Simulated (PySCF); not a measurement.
# GePH3F (SMILES [F][GeH2][PH]): a chain of runs

We compute a saddle-point search (UHF/pc-1), then the energy, then a single-point energy (ULRC-wPBE/def2-SVP) of GePH3F. The job is set up through a Python script.

Program for the calculation: PySCF 2.14.0.

## (1) The system as given

The species is GePH3F (6 atoms), meant as a doublet with charge 0. SMILES: `[F][GeH2][PH]`. The run starts from this shape.

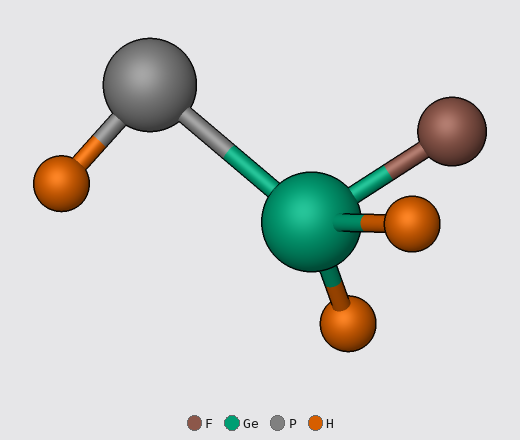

The structure, seen from a chosen angle (fluorine brown, germanium teal, phosphorus grey, hydrogen orange).

## (2) A transition-state search at UHF/pc-1 (density fitting with def2-universal-jkfit) (run 1)

calc.py reads:

```python
from pyscf import gto, scf
from pyscf.geomopt.geometric_solver import kernel as optimise

system = gto.Mole()
system.atom = [
    ('F', (-1.973760, 0.463190, 0.074920)),
    ('Ge', (-0.310710, 0.047790, -0.319560)),
    ('P', (0.826510, -0.039430, 1.659720)),
    ('H', (-0.545020, -1.231340, -1.101890)),
    ('H', (-1.067725, 1.499002, -1.117657)),
    ('H', (2.002970, -0.394490, 0.997300)),
]
system.max_memory = 1860
system.basis = 'pc-1'
system.verbose = 3
system.spin = 1
system.build()

mf = scf.UHF(system)
mf = mf.density_fit(auxbasis='def2-universal-jkfit')
mf.max_cycle = 100
converged, mol_eq = optimise(mf, maxsteps=60, transition=True, hessian=True)
print('converged:', converged)
print(mol_eq.tostring())

mf.reset(mol_eq)
system = mol_eq
mf.kernel()
if not mf.converged:
    mf = mf.newton().run(mf.mo_coeff, mf.mo_occ)
e_final = mf.e_tot
print(f'total energy: {e_final:.8f} hartree')
```

On the command line:

```
$ OMP_NUM_THREADS=1 python calc.py
```

What it wrote:

```text
converged SCF energy = -2517.06084885269  <S^2> = 0.87560262  2S+1 = 2.1218884

[... 82 lines left out ...]
Ground State Electronic Energy    : E0                        = -2517.06084885 au (  -1579479.5294 kcal/mol)
[... 184 lines left out ...]
converged SCF energy = -2517.03977764663  <S^2> = 1.4463264  2S+1 = 2.6048619
[... 216 lines left out ...]
converged SCF energy = -2517.03883290221  <S^2> = 1.5367297  2S+1 = 2.6733721
[... 216 lines left out ...]
converged SCF energy = -2517.03950235919  <S^2> = 1.553845  2S+1 = 2.686146
[... 215 lines left out ...]
converged SCF energy = -2517.04595277952  <S^2> = 1.4844388  2S+1 = 2.6339619
[... 215 lines left out ...]
converged SCF energy = -2517.04749320021  <S^2> = 1.3727405  2S+1 = 2.5477366
[... 216 lines left out ...]
converged SCF energy = -2517.04759386336  <S^2> = 1.3096796  2S+1 = 2.4977427
[... 182 lines left out ...]
Geometry optimization failed to converge in 60 iterations
converged: False
[... 7 lines left out ...]
converged SCF energy = -2517.04116181676  <S^2> = 0.75000057  2S+1 = 2.0000006
total energy: -2517.04116182 hartree
```

Wall time 3.4 min (1 thread of Arm Neoverse V2, shared host); peak memory 0.63 GiB.

The iterations ended before the threshold was met.

## (3) The energy at UHF/pc-1 (density fitting with def2-universal-jkfit) (run 4)

input.py reads:

```python
from pyscf import gto

system = gto.M(
    atom=[
    ('F', (-1.973760, 0.463190, 0.074920)),
    ('Ge', (-0.310710, 0.047790, -0.319560)),
    ('P', (0.826510, -0.039430, 1.659720)),
    ('H', (-0.545020, -1.231340, -1.101890)),
    ('H', (0.000010, 1.154280, -1.310490)),
    ('H', (2.002970, -0.394490, 0.997300)),
],
    basis='pc-1',
    verbose=3,
    spin=1,
    max_memory=1860,
)

mf = system.UHF()
mf = mf.density_fit(auxbasis='def2-universal-jkfit')
mf.max_cycle = 100
mf.kernel()
if not mf.converged:
    mf = mf.newton().run(mf.mo_coeff, mf.mo_occ)

energy = mf.e_tot
print('E = %.10f Eh' % energy)
```

On the command line:

```
$ OMP_NUM_THREADS=1 python input.py
```

What it wrote:

```text
converged SCF energy = -2517.14419082034  <S^2> = 0.7614942  2S+1 = 2.0114614
E = -2517.1441908203 Eh
```

Wall time 2.1 s (1 thread of Arm Neoverse V2, shared host); peak memory 0.14 GiB.

## (4) A single-point energy at ULRC-wPBE/def2-SVP (density fitting) (run 6)

calc.py reads:

```python
# [F][GeH2][PH]
from pyscf import gto, dft

system = gto.M(
    atom='''
F       -1.973760       0.463190       0.074920
Ge      -0.310710       0.047790      -0.319560
P        0.826510      -0.039430       1.659720
H       -0.545020      -1.231340      -1.101890
H        0.000010       1.154280      -1.310490
H        2.002970      -0.394490       0.997300
''',
    basis='def2-svp',
    verbose=4,
    max_memory=1860,
    spin=1,
    symmetry=True,
)

mf = dft.UKS(system, xc='lrc-wpbe')
mf = mf.density_fit()
mf.max_cycle = 100
mf.kernel()
if not mf.converged:
    mf = mf.newton().run(mf.mo_coeff, mf.mo_occ)

etot = mf.e_tot
print(f'total energy: {etot:.8f} hartree')
mf.analyze()
```

On the command line:

```
$ OMP_NUM_THREADS=1 python calc.py
```

What it wrote:

```text
PySCF version 2.14.0

[... 62 lines left out ...]
WARN: HOMO -0.222745810374504 >= LUMO -0.222745810374505
[... 51 lines left out ...]
total energy: -2519.05007030 hartree
[... 2 lines left out ...]
Nuclear Repulsion Energy =             264.315645005130193
[... 1 line left out ...]
Two-electron Energy =                 1250.547864142634353
[... 1 line left out ...]
DFT Exchange-Correlation Energy =     -113.372433541340257
[... 4 lines left out ...]
MO #2   energy= -76.4884037096622  | -76.4850505568762  occ= 1 | 1
[... 2 lines left out ...]
MO #79  energy= 3.51977024531014   | 3.51957259425233   occ= 0 | 0
[... 105 lines left out ...]
Dipole moment(X, Y, Z, Debye):  2.69770, -0.69550, -0.75886
```

Run time: 14 s. Hardware: 1 thread of Arm Neoverse V2, shared host; peak memory 0.37 GiB.

## (5) What came out

| quantity | value |
| --- | --- |
| run 4, UHF/pc-1: total energy | -2517.14419 Eh |
| run 4, UHF/pc-1: dipole moment | 3.50 D |
| run 4, UHF/pc-1: HOMO energy (highest over α and β) | -10.72 eV |
| run 4, UHF/pc-1: LUMO energy (lowest over α and β) | 0.09 eV |
| run 4, UHF/pc-1: ⟨S²⟩ | 0.761 |
| run 6, ULRC-wPBE/def2-SVP: total energy | -2519.05007 Eh |
| run 6, ULRC-wPBE/def2-SVP: dipole moment | 2.89 D |
| run 6, ULRC-wPBE/def2-SVP: HOMO energy (highest over α and β) | -9.83 eV |
| run 6, ULRC-wPBE/def2-SVP: LUMO energy (lowest over α and β) | -1.60 eV |
| run 6, ULRC-wPBE/def2-SVP: ⟨S²⟩ | 0.755 |
| run 1, UHF/pc-1 | no result (not converged) |

What this shows: 1 of the 3 runs did not end normally.
